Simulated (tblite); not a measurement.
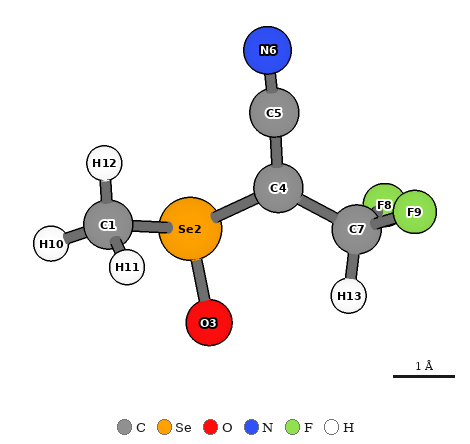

The structure (ball-and-stick view, seen at a tilt; atoms are numbered from 1 in the order of the input). Bond lengths as drawn: C–C 1.37 to 1.49 Å, C–F 1.35 to 1.36 Å, C–H 1.09 to 1.10 Å, C–N 1.16 Å, C–Se 1.91 to 1.97 Å and O–Se 1.59 Å.

## Run report: C$_{4}$H$_{4}$F$_{2}$NOSe, frequency calculation

System: C$_{4}$H$_{4}$F$_{2}$NOSe, multiplicity 2.
Method: GFN2-xTB harmonic vibrations, gas phase (tblite 0.8.0).

It belongs to a series of runs on one base structure; here: H removed from sp3 C.

### Output
```
mode    cm-1     km/mol
  1     -18.1      0.95
  2      51.1      9.41
  3      88.0      3.60
  4     108.1      7.84
  5     127.4      4.24
  6     150.9      2.28
  7     171.3      5.88
  8     254.0     10.58
  9     283.1      2.80
 10     293.2     12.80
 11     363.2      8.16
 12     428.2     10.12
 13     485.9      9.62
 14     524.7     29.97
 15     550.5     24.67
 16     716.3     27.52
 17     816.0     10.44
 18     822.5     25.63
 19     857.1    167.25
 20     915.8      6.50
 21     975.0    184.03
 22    1083.6    125.29
 23    1239.4     13.34
 24    1242.8      9.80
 25    1262.6     57.92
 26    1283.4      8.39
 27    1386.7      7.10
 28    1402.6     12.24
 29    2219.9     58.46
 30    2867.2      9.27
 31    2998.8      3.35
 32    3017.2      0.24
 33    3050.1      0.89
```

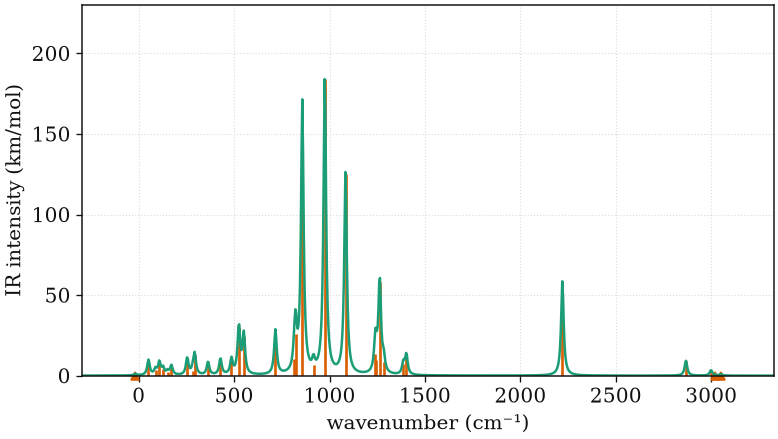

Harmonic infrared spectrum, unscaled: sticks (degenerate modes added up, dark ones marked on the axis) with a Lorentzian envelope of 16 cm⁻¹ full width, scaled to the tallest stick; imaginary modes are drawn at negative wavenumbers. 33 modes from 18i to 3050 cm⁻¹, 1 imaginary beyond 8i (18i cm⁻¹): not a clean minimum; so soft a mode can be a shallow saddle, an incomplete relaxation or noise of the force constants. The strongest line is at 975 cm⁻¹ (184 km/mol).

This output came from the following input.

### The input
```
{"job": {"kind": "ir", "xc": "GFN2-xTB", "basis": "xTB"}, "charge": 0, "multiplicity": 2}
C      2.215441     0.013728    -0.037293
Se     0.671359     0.319322    -1.227159
O      0.479858     1.899543    -1.249431
C     -0.667386    -0.324854    -0.025226
C     -0.631685    -1.617145     0.422679
N     -0.538005    -2.693996     0.836527
C     -1.922350     0.485307    -0.067778
F     -2.600687     0.229672    -1.223280
F     -2.758026     0.195293     0.946384
H      3.107207     0.288847    -0.596994
H      2.093374     0.670061     0.822594
H      2.243617    -1.031142     0.254168
H     -1.697106     1.565850    -0.051798
```

The first line tells a small driver script what to run in tblite; the rest is the geometry in Å.

Command:
```bash
OMP_NUM_THREADS=1 python <driver script> task.json out
```

### Key numbers

- outcome: converged
- total energy: −818.9039 eV
- zero-point energy: 45.7990 kcal/mol
- hardware: 1 CPU thread, shared host
- peak memory: 0.18 GiB
